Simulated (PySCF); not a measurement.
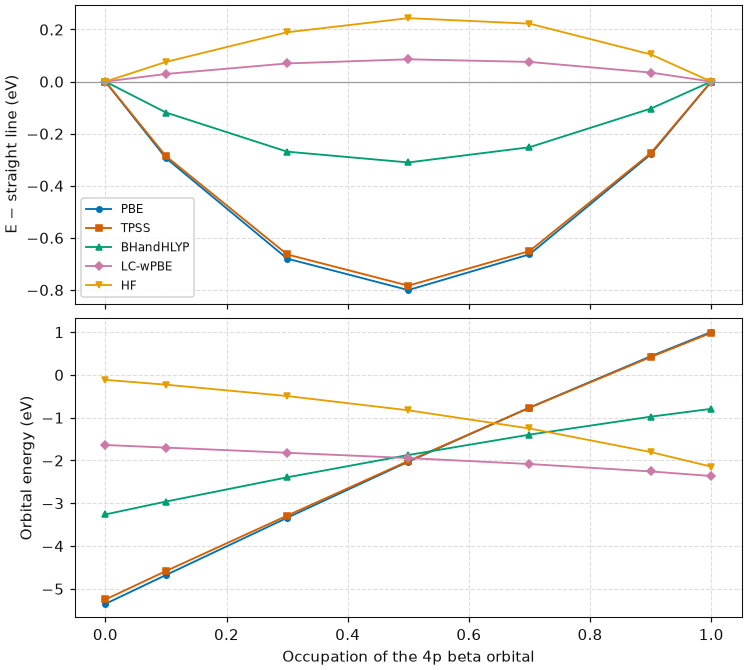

One 4p beta orbital of Se⁻ ([Ar] 3d¹⁰ 4s² 4p⁵) is emptied in steps. The plot gives the energy less the straight line between the integer ends; the lower panel gives the orbital energy. PySCF, aug-cc-pVTZ-PP with a 10-electron core potential, unrestricted single determinants, no spin-orbit coupling.

Describe the curvature of each method.

Answer. PBE: convex (delocalisation error), largest departure −0.80 eV, removal energy 2.078 eV, orbital energy from 1.00 eV when full to −5.35 eV when empty; TPSS: convex (delocalisation error), largest departure −0.78 eV, removal energy 2.051 eV, orbital energy from 0.981 eV when full to −5.25 eV when empty; BHandHLYP: convex (delocalisation error), largest departure −0.31 eV, removal energy 1.924 eV, orbital energy from −0.795 eV when full to −3.26 eV when empty; LC-wPBE: concave (localisation error), largest departure 0.085 eV, removal energy 1.964 eV, orbital energy from −2.36 eV when full to −1.64 eV when empty; HF: concave (localisation error), largest departure 0.24 eV, removal energy 0.9270 eV, orbital energy from −2.15 eV when full to −0.117 eV when empty. The measured removal energy is 2.021 eV. The exact energy is a straight line between whole electron numbers.
